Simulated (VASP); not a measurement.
Here is the system:

```
HfSb
1.0
    3.47019     0.00000     0.00000
    0.00000     3.47019     0.00000
    0.00000     0.00000     3.47019
Hf Sb
1 1
Direct
  0.00000   0.00000   0.00000
  0.50000   0.50000   0.50000
```

The numbers are results of LDA (Ceperley-Alder, Perdew-Zunger), VASP's LDA PAW potentials (set 64) (plane waves; VASP 6.6.1), not measurements. Settings: 400 eV cut-off, 12×12×12 Γ-centred mesh, tetrahedra with Blöchl corrections, potentials Hf_pv Sb.

Unless said otherwise, spin-orbit coupling is left out, though it shifts the bands of the heavy elements here.

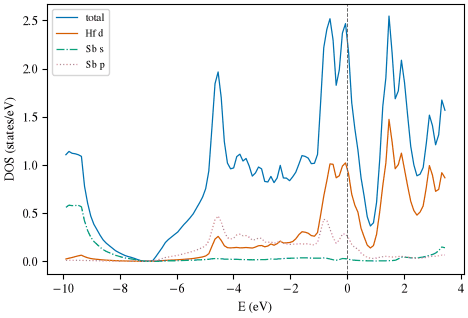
*Total and projected density of states, zero at the Fermi level*

Within 2 eV below the Fermi level the largest weight inside VASP's projection spheres is Hf d, then Sb p.

It has no gap at this level: it comes out as a metal or semimetal.

The structure was generated: HfSb was put into the CsCl type type (Pm-3m), which need not be its known phase. It was relaxed first, which changed the volume by -39 %. The electron count is odd and the run is not spin-polarised, which forces a metal.
